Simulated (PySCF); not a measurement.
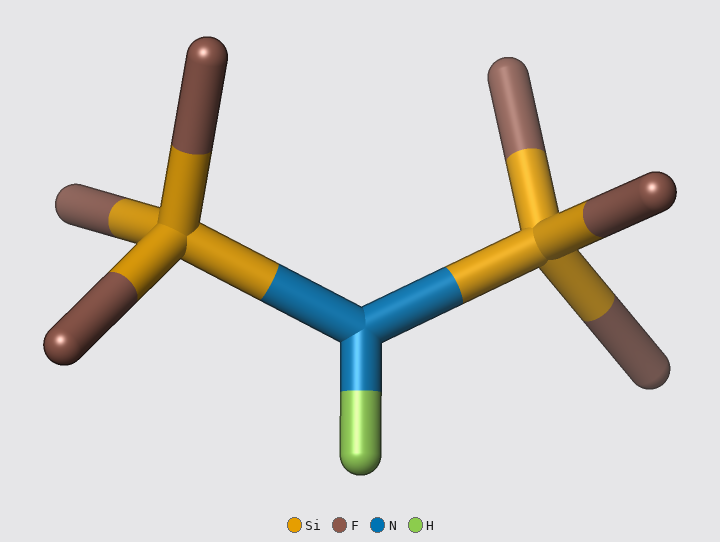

A stick model of a molecule.

Question: What is the molecular formula?

Answer: F6HNSi2, 10 atoms: 6 fluorine, 1 hydrogen, 1 nitrogen and 2 silicon.

Question: Write the SMILES.

Answer: F[Si](F)(F)N[Si](F)(F)F

Question: Describe its rings.

Answer: It has no ring.

Question: How many bonds of each kind are drawn?

Answer: 6 F–Si, 2 N–Si, 1 N–H.

The parts below concern this one geometry. Atoms keep their numbers from picture to picture. The geometry was computed by an optimisation with PBE0-D3(BJ)/def2-SVP. No frequency run is at hand to confirm it as a minimum.

### Shape

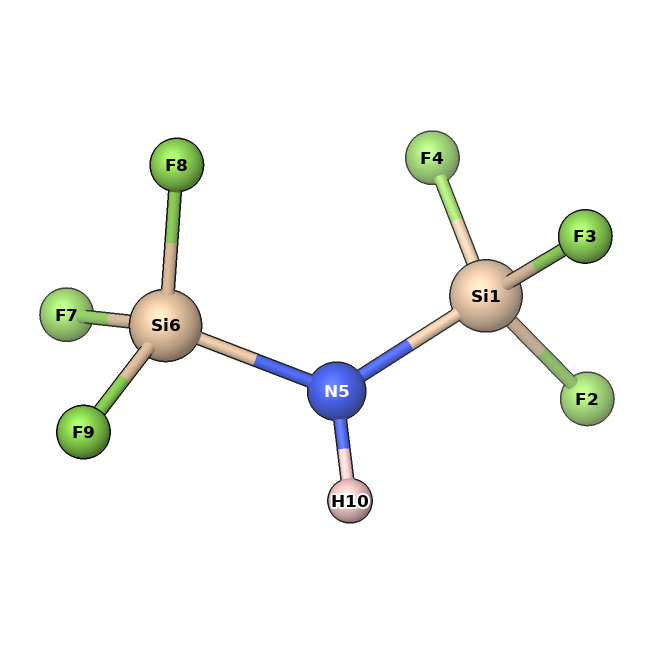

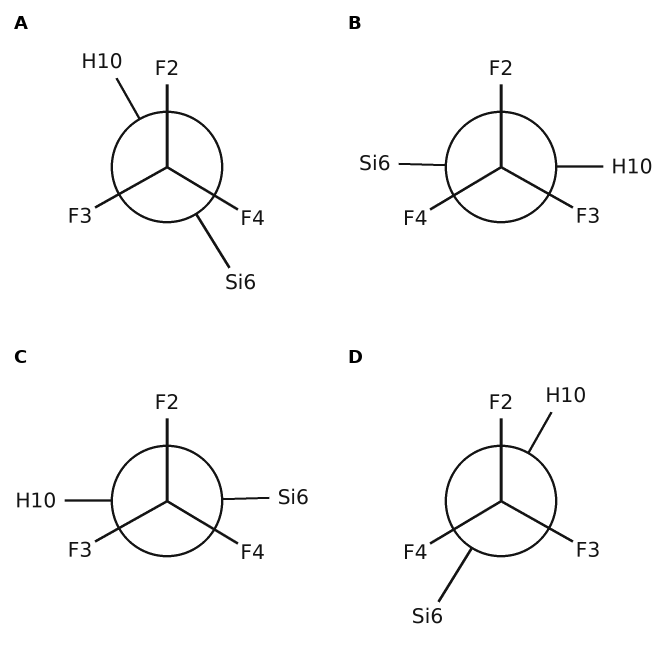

Atoms fade into the background with distance from the viewer. Bonds that would overlap in a projection are set slightly apart. No frequency run is at hand to confirm it as a minimum.

Question: Which Newman projection shows the view along Si1–N5, with Si1 in front?

Answer: D. The torsion angle F2–Si1–N5–Si6 is −148°, anticlinal.

### Electronic properties

No frequency run is at hand to confirm it as a minimum. Level of theory: ωB97X-D/def2-SVPD, gas phase (PySCF 2.14.0). Excitations: vertical, linear response.

Question: Give the mean static polarisability at this level.

Answer: 49.0 bohr³.

Question: What is the HOMO energy (Kohn–Sham orbital)?

Answer: −11.96 eV.

Question: Give the brightest of the 10 lowest singlets at this level.

Answer: 11.22 eV.

Question: Give the dipole moment at this level.

Answer: 2.15 D.

### Charges

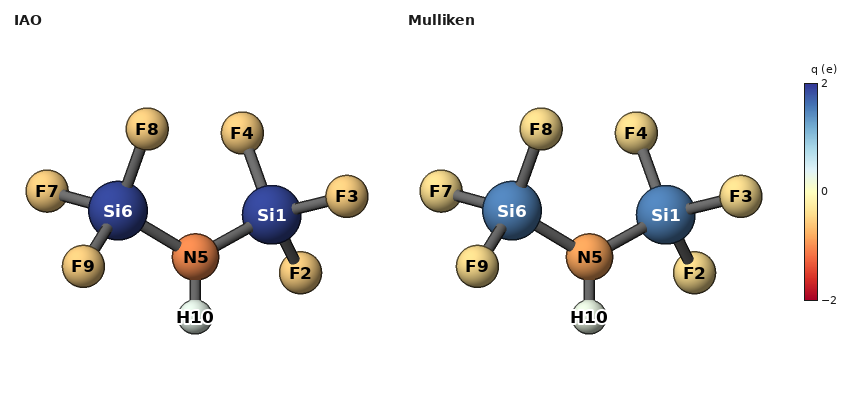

Atomic charges of one calculation by 2 schemes, on one colour scale. No frequency run is at hand to confirm it as a minimum. Method: PBE0/pcSseg-1 (PySCF 2.14.0).

Question: Which scheme gives the most polar picture (largest mean size of the charges)?

Answer: The IAO charges are the largest in size here.

Question: On which atom do the schemes disagree most?

Answer: On Si1 (from 1.47 to 1.87 e); Si6 (from 1.47 to 1.87 e).

List the charges (e), one line for each set of equivalent atoms. Atoms whose distances differ by more than 0.02 Å in this geometry are listed apart.

```json
{"atom": "Si1", "IAO": "1.87", "Mulliken": "1.47"}
{"atom": "F2", "IAO": "−0.51", "Mulliken": "−0.40"}
{"atom": "F3", "IAO": "−0.51", "Mulliken": "−0.39"}
{"atom": "F4", "IAO": "−0.51", "Mulliken": "−0.40"}
{"atom": "N5", "IAO": "−1.00", "Mulliken": "−0.84"}
{"atom": "Si6", "IAO": "1.87", "Mulliken": "1.47"}
{"atom": "F7", "IAO": "−0.51", "Mulliken": "−0.39"}
{"atom": "F8", "IAO": "−0.51", "Mulliken": "−0.40"}
{"atom": "F9", "IAO": "−0.51", "Mulliken": "−0.40"}
{"atom": "H10", "IAO": "0.31", "Mulliken": "0.25"}
```

### NMR shielding

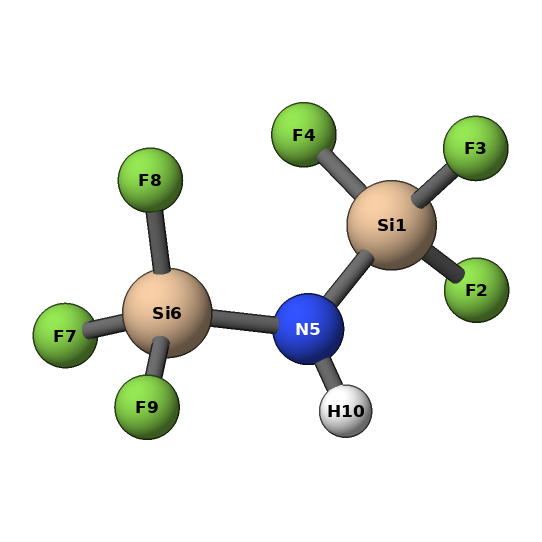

No frequency run is at hand to confirm it as a minimum. Method: GIAO PBE0/pcSseg-1 NMR shielding, non-relativistic, gas phase (PySCF 2.14.0). Principal shieldings σ11 ≤ σ22 ≤ σ33, span Ω = σ33 − σ11, skew κ = 3(σiso − σ22)/Ω.

Give the shielding tensors of the N atoms.

```
atom    σ11    σ22    σ33   σiso     Ω     κ
  N5  212.8  224.4  264.0  233.8  51.2  0.55
```

Shieldings and span in ppm.

Mulliken values depend strongly on the basis set and can even reverse the polarity of a bond.
